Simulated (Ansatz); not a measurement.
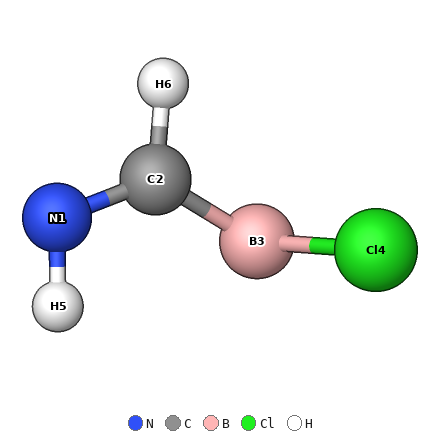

The system is CH₂BClN, charge −1; the picture shows the grid point nearest to the relaxed geometry. Two internal coordinates are moved rigidly from the geometry relaxed at PBE0-D4/def2-TZVP, all others fixed. The first coordinate is: bond C2–B3; the second: angle B3–C2–H6. The scan uses a 6 × 7 grid. At 4 points there is no value. Points are written as (first, second). Energies: eV, counted from the lowest grid point. Computed with Ansatz, RHF-CCSD(T), frozen core/def2-TZVPPD.

Its coordinates:

```yaml
atoms:
  - { symbol: N, position_ang: [-1.0960, 0.9038, 0.2231] }
  - { symbol: C, position_ang: [0.1155, 0.4745, 0.0769] }
  - { symbol: B, position_ang: [0.6788, -0.6201, -0.7801] }
  - { symbol: Cl, position_ang: [1.0994, -2.0751, 0.2594] }
  - { symbol: H, position_ang: [-1.7228, 0.2998, -0.3177] }
  - { symbol: H, position_ang: [0.8886, 1.0819, 0.5891] }
```

Range: bond C2–B3 from 1.267 to 2.035 Å; angle B3–C2–H6 from 95.7 to 131.7°.

Q: Predict the map.

A: The lowest grid point is at (1.500 Å, 113.7°). The highest grid point, (1.267 Å, 131.7°), lies 1.79 eV above the lowest.

```tsv
angle B3–C2–H6 ↓, bond C2–B3 →	1.267	1.362	1.500	1.662	1.842	2.035
131.7	1.79	0.76	0.14	0.11	0.45	–
125.7	1.71	0.67	0.06	0.04	0.40	–
119.7	1.65	0.62	0.01	0.01	0.38	–
113.7	1.61	0.59	0.00	0.01	0.39	–
107.7	1.58	0.59	0.02	0.05	0.43	0.93
101.7	1.56	0.60	0.06	0.11	0.50	0.99
95.7	1.54	0.62	0.13	0.20	0.59	1.08
```

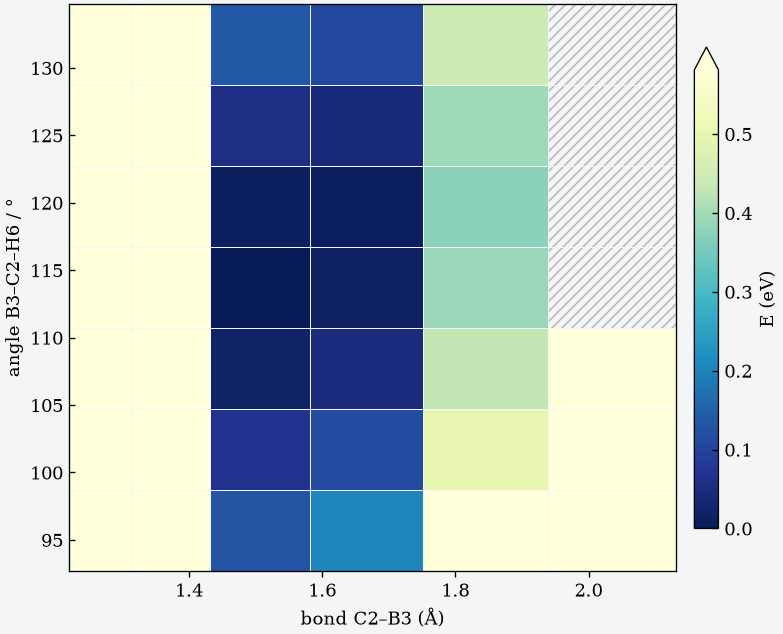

Drawn: one coloured cell a grid point, one colour for all values above the top of the scale, hatched blanks where no value was computed.
